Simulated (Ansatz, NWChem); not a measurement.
# AuF: a line through the functionals

AuF has 2 atoms, charge 0, and is taken as a singlet. As SMILES, `[F][Au]`. The coordinates come from a PBE0-D4/def2-TZVP relaxation.

The HOMO–LUMO gap y, in eV, basis def2-TZVPP with a core potential; a is the functional's share of exact exchange. Programs: Ansatz 0.2.0, NWChem 7.3.0.

| functional | program | a | y (eV) |
| --- | --- | --- | --- |
| revPBE | Ansatz | 0 | 2.12 |
| TPSS | NWChem | 0 | 2.26 |
| B3LYP | Ansatz | 0.2 | ? |
| PBE0 | Ansatz | 0.25 | 4.37 |
| r2SCAN0 | Ansatz | 0.25 | 4.70 |
| BHLYP | Ansatz | 0.5 | 6.45 |

Question: Fit y = c + s·a to the known rows and predict B3LYP.

Answer: 
1. Means of the 5 rows: a = 0.2000, y = 3.980.
2. Σ(Δa)² = 0.175, Σ(Δa·Δy) = 1.5125, so the slope is 1.5125/0.175 = 8.6429.
3. Intercept: 3.980 − (8.6429) × 0.2000 = 2.251. The largest residual of the fit is 0.29.
4. B3LYP: 2.251 + (8.6429) × 0.2 = 3.98 eV.

The run gave 3.81 eV, so the prediction is off by +0.17 eV, within the scatter of the fit. Exact exchange lowers occupied levels and raises empty ones. The rows mix families of semi-local functionals, which the line can't see.

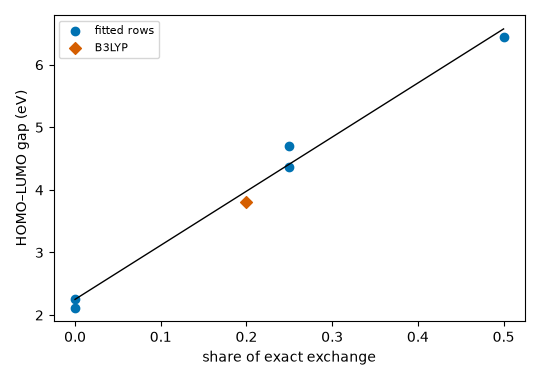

The fitted line, with the withheld row.
